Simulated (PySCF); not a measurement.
C2HClN2S (SMILES Clc1cnsn1)

```xyz
7

Cl    1.9222   -0.8740    0.2569
C     0.2378   -0.6146    0.2486
C    -0.3727    0.4712    1.0364
N    -1.6033    0.6336    0.8077
S    -2.0342   -0.4373   -0.4158
N    -0.6123   -1.2325   -0.5036
H     0.2072    1.0945    1.7227
```

Geometry: GFN2-xTB, MD frame at 250 fs, 300 K.

Computed with PySCF 2.14.0, PBE0/def2-SVPD, SCF density, gas phase.

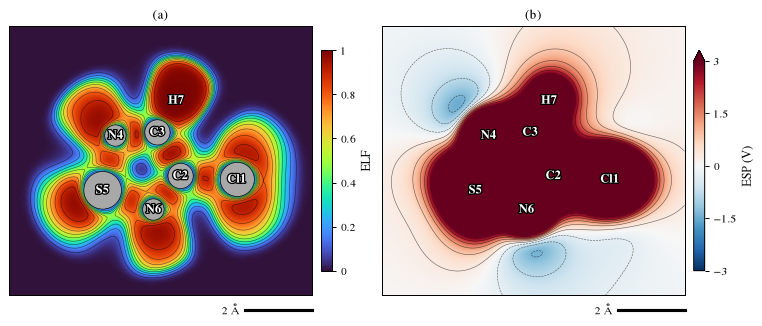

Figure 1. (a) electron localisation function; (b) molecular electrostatic potential on the molecular plane. Grey discs cover the atomic cores in the ELF map.

Q: Describe what can be read from this map.

A:
- Atoms in the plane: Cl, C, N, S and H.
- C–N (1.26 Å): the ELF peaks at about 0.90 between the atoms (a multiple bond).
- C–C (1.47 Å): the ELF peaks at about 0.95 between the atoms: a covalent bond.
- S–N (1.63 Å): the ELF peaks at about 0.90 between the atoms, as expected for a covalent bond.
- C–Cl (1.70 Å): the ELF peaks at about 0.90 between the atoms, as expected for a covalent bond.
- C–H (1.09 Å): the ELF climbs to about 1 towards the hydrogen, as it does in any bond to H (a covalent bond by its length).
- The ELF also peaks beside N6, Cl1, S5 and N4, away from the bonds: lone-pair regions.
- Outside the dense part of the molecule the potential is most negative (−1.5 V) near N4.

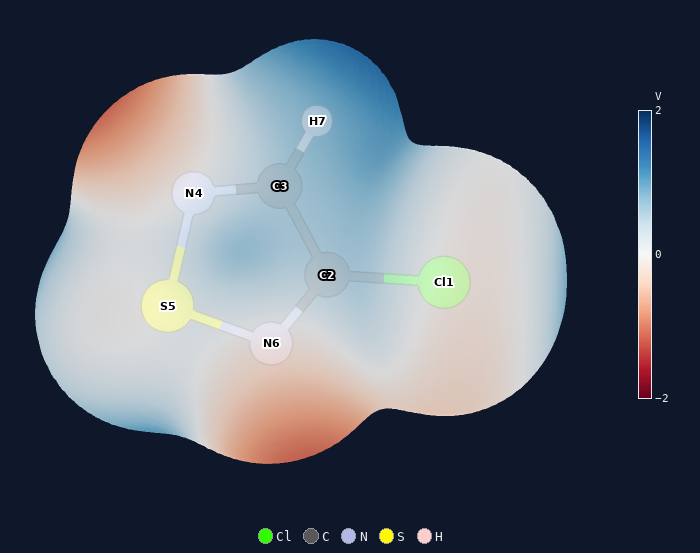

Figure 2. The molecular electrostatic potential painted on the density surface at 0.002 e/bohr³, seen across its widest extent; red is negative and blue positive.

Q: Describe the electrostatic potential map.

A: The most negative region (about −1.1 V) lies over N4 and N6, the most positive (about +1.5 V) over H7. Cl1 shows a σ-hole: about +0.9 V at the tip opposite its bond, against about −0.1 V on its flanks.

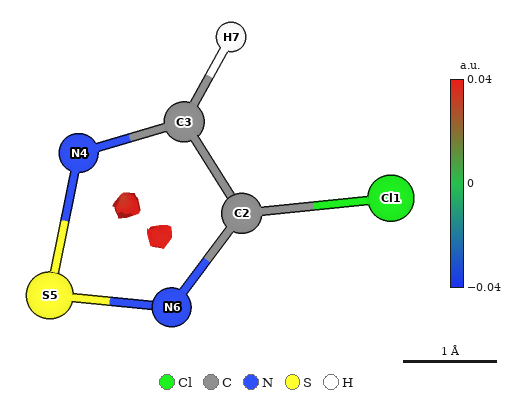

Figure 3. Non-covalent interaction (NCI) plot: the surface where the reduced density gradient is 0.5, for densities under 0.05 a.u., coloured by sign(λ₂)ρ; seen at a tilt.

Q: What holds or crowds the atoms apart from the covalent bonds?

A: Inside the ring or cage of C2, C3, N4, S5 and N6: steric crowding (red) (×2).
